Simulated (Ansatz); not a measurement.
A series of calculations on MgBSnH$_{5}$

### Relaxation

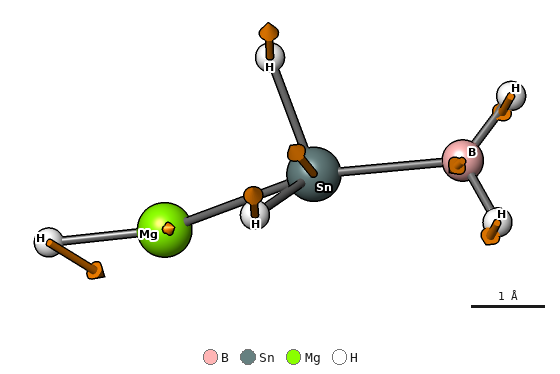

A relaxation of MgBSnH$_{5}$. The starting structure is drawn; orange arrows show the displacements, at their true length. The two geometries are superimposed by the best rigid fit.

A ball-and-stick model, seen at a tilt.

The run prepares an end point of a later path (torsion) calculation, from a guessed geometry.

Theory: Ansatz, RKS BHLYP/def2-SVP. Settings: no spin polarisation; force threshold 0.015 eV/Å; at most 40 steps.

Atoms of which element are displaced furthest, and by how much?

Hydrogen: up to 1.21 Å, against 0.89 Å for tin.

What did the optimiser do to the structure, and how much energy did it gain?

The energy falls by 0.528 eV in 10 geometry steps. Largest force component: 0.88 eV/Å at the start, 0.0036 eV/Å at the end. The largest move after the best rigid fit is that of an H atom, 1.21 Å. By element the largest moves are H 1.21 Å, Sn 0.89 Å, B 0.40 Å, Mg 0.20 Å. Among the contacts that change: Mg–Sn 2.600 → 2.775 Å, H–Mg 1.628 → 1.691 Å, B–Sn 2.184 → 2.239 Å, B–H 1.162 → 1.199 Å. Bond angles that change, for instance: B–Sn–Mg 161.3° → 112.8°, Sn–Mg–H 153.9° → 179.8°, Mg–Sn–H 88.8° → 109.1°. Cost: 36 s on 1 thread of Intel(R) Xeon(R) Platinum 8488C (Sapphire Rapids), with other jobs on the host, peak memory 0.18 GiB.

### Relaxation

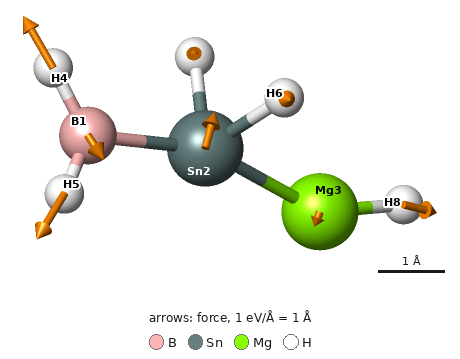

Starting geometry of MgBSnH5 with the computed forces as orange arrows. The picture is a ball-and-stick view, seen from a free direction.

The run prepares an end point of a later path (torsion) calculation, from a guessed geometry.

The calculation used Ansatz, RKS BHLYP/def2-SVP. Set-up: no spin polarisation; force threshold 0.015 eV/Å; at most 40 steps.

**Is this structure relaxed? If not, where do the atoms go?**

It isn't relaxed: the largest force vector, on an H atom, is 0.97 eV/Å. The final displacements have little in common with the starting forces (cosine between the two patterns −0.06). An H atom moves most after the best rigid fit: 1.46 Å. By element the largest moves are H 1.46 Å, Sn 0.90 Å, B 0.37 Å, Mg 0.26 Å. Some distances before and after: Mg–Sn 2.600 → 2.774 Å, H–Mg 1.628 → 1.691 Å, B–Sn 2.184 → 2.239 Å, B–H 1.162 → 1.199 Å. Bond angles that change, for instance: B–Sn–Mg 161.3° → 112.7°, Sn–Mg–H 153.9° → 179.8°, Mg–Sn–H 88.8° → 109.1°. Over 15 accepted moves (18 points after the start) the energy falls by 14.0 kcal/mol. Largest force component: 0.94 eV/Å at the start, 0.0053 eV/Å at the end. The line search rejected the trial steps at points 11, 13, 16 of the run.

### Path

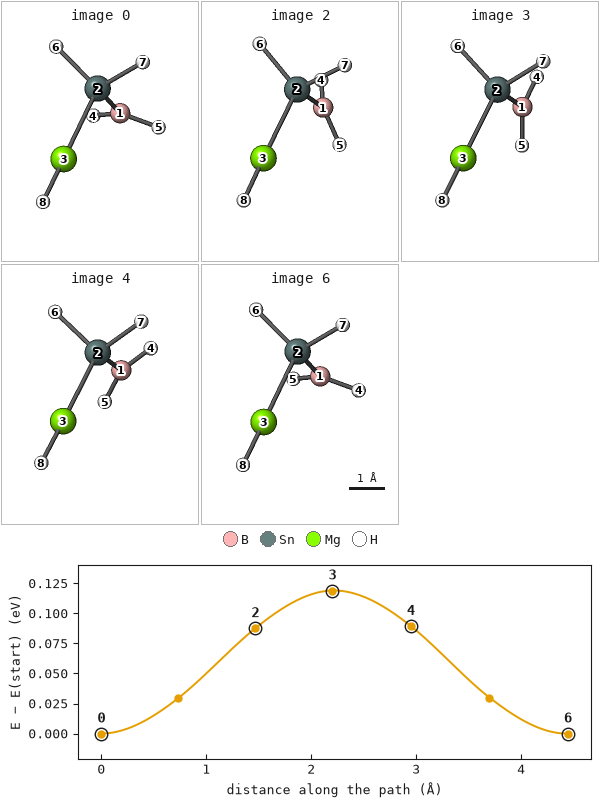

NEB run on MgBSnH5. Images are numbered from 0 (start) to 6 (end). A ball-and-stick model, seen from a free direction.

These are results of RKS BHLYP/def2-SVP (Ansatz 0.2.0), not measurements. Settings: 5 movable images; climbing image; force threshold 0.03 eV/Å; iteration limit 60; starting path through a guess of the saddle point.

**What happens along the path, and what is the barrier?**

The motion is a rotation about the B1–Sn2 bond by about 180°, with a turn of about 335° about Sn2–Mg3. No bond forms or breaks between the ends. Bond angles that change up to the highest image, for instance: B1–Sn2–Mg3 112.8° → 120.3°, B1–Sn2–H6 110.2° → 104.8°. The two ends have the same energy, and the highest point, image 3, lies 0.119 eV above the start. The band converged in 12 iterations. The largest component of the band force went from 48 to 0.026 eV/Å. The climbing image converged on the top of the path. Its vibrational analysis gives one imaginary mode (172i cm⁻¹), as a transition state must have.

The run took 3.2 min on 1 thread of Intel(R) Xeon(R) Platinum 8488C (Sapphire Rapids), with other jobs on the host, peak memory 0.19 GiB.
